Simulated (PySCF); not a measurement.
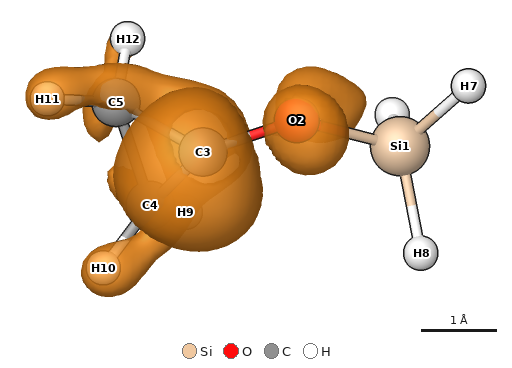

Figure. C$_{3}$H$_{7}$OSi (SMILES [SiH3]O[C]1CC1) (doublet). Isosurfaces of the spin density (α minus β) at +0.02 (orange) and −0.02 e/Å³ (purple), seen at a tilt.

Geometry: GFN2-xTB.

Theory: UKS B3LYP, pcH-1 on C H O Si, non-relativistic, mean-field spin-orbit, GIAO in PySCF.

```yaml
atoms:
  - { symbol: Si, position_ang: [2.0979, 0.2631, 0.0228] }
  - { symbol: O, position_ang: [0.6696, 0.6195, 0.7235] }
  - { symbol: C, position_ang: [-0.5403, 0.0688, 0.7638] }
  - { symbol: C, position_ang: [-1.1556, -0.9071, -0.1446] }
  - { symbol: C, position_ang: [-1.7562, 0.4870, 0.0487] }
  - { symbol: H, position_ang: [1.9813, 0.3930, -1.4330] }
  - { symbol: H, position_ang: [2.9183, 1.2959, 0.6324] }
  - { symbol: H, position_ang: [2.5133, -1.1044, 0.3367] }
  - { symbol: H, position_ang: [-0.6589, -1.1405, -1.0804] }
  - { symbol: H, position_ang: [-1.7062, -1.7391, 0.2698] }
  - { symbol: H, position_ang: [-2.6904, 0.5514, 0.5877] }
  - { symbol: H, position_ang: [-1.6716, 1.2117, -0.7534] }
```

Where is the unpaired spin?

The unpaired spin (1 electron) lies mostly on C3 (about 0.6), O2 (about 0.1) and C5 (about 0.1), in electrons by Hirshfeld's partition.
